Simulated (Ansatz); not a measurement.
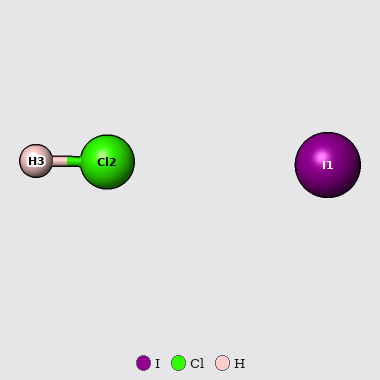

The system is I⁻ + ClH; the picture shows the reference structure. Coordinates scanned: (1) distance I1–Cl2; (2) distance Cl2–H3. Nothing is relaxed (the angle I1–Cl2–H3 is fixed at 180 degrees). The scan uses a 15 × 15 grid. Points are written as (first, second). Energies: kJ/mol, counted from I with charge -1 far from the relaxed ClH (each part in its own basis). The reference is spin-restricted, so regions where a bond is pulled apart into radicals lie too high. Computed with Ansatz 0.2.0, RKS PBE0-D4/def2-TZVPD.

Its coordinates:

```xyz
3

I    -3.8920    0.0000    0.0000
Cl    0.0000    0.0000    0.0000
H     1.2550    0.0000    0.0000
```

Range: distance I1–Cl2 from 1.928 to 4.328 Å; distance Cl2–H3 from 1.064 to 3.464 Å.

**What landscape does the calculation give?**

The lowest grid point is at (3.892 Å, 1.255 Å), −2.9 kJ/mol from I with charge -1 far from the relaxed ClH (each part in its own basis). The highest grid point, (1.928 Å, 1.064 Å), lies 983 kJ/mol above the lowest.

```tsv
distance Cl2–H3 ↓, distance I1–Cl2 →	1.928	2.006	2.119	2.252	2.399	2.557	2.726	2.903	3.087	3.279	3.478	3.682	3.892	4.108	4.328
3.464	647	546	453	394	365	359	366	381	400	418	436	451	463	473	480
3.244	641	539	445	385	355	348	354	369	387	405	422	437	449	458	466
3.028	634	531	436	374	343	334	339	353	370	388	404	419	430	440	447
2.818	628	524	425	361	328	317	321	333	349	366	382	396	407	417	424
2.614	622	516	414	347	310	297	299	309	324	339	354	367	378	387	394
2.415	617	508	403	331	290	273	271	279	292	306	320	332	343	351	357
2.223	615	502	391	313	267	245	239	244	254	266	278	289	299	307	313
2.039	616	498	381	295	242	214	203	203	210	219	229	239	247	254	259
1.862	623	499	372	277	215	180	162	157	159	165	173	180	187	192	197
1.693	638	506	368	262	190	145	120	108	105	107	111	116	121	125	129
1.535	662	522	373	254	170	115	81	63	54	52	52	55	57	60	62
1.388	703	553	391	260	163	98	56	31	17	11	9	9	10	11	13
1.255	770	611	437	292	185	110	61	30	13	3	−1	−3	−3	−2	−1
1.142	870	703	519	364	248	166	111	76	56	44	38	36	35	35	36
1.064	980	809	618	457	335	248	190	153	131	118	112	108	107	108	108
```

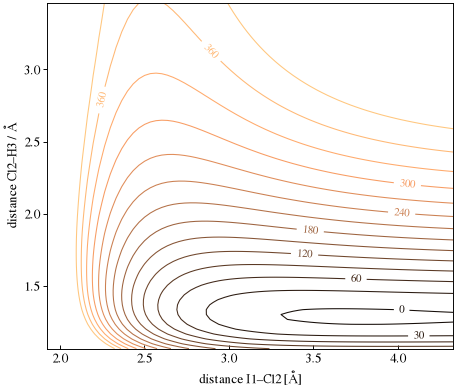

In the figure: contour lines labelled in kJ/mol (none above 390). Between grid points the surface is interpolated.

The whole map (225 points run) took 11 min on 1 thread of Arm Neoverse V2, on a shared host.
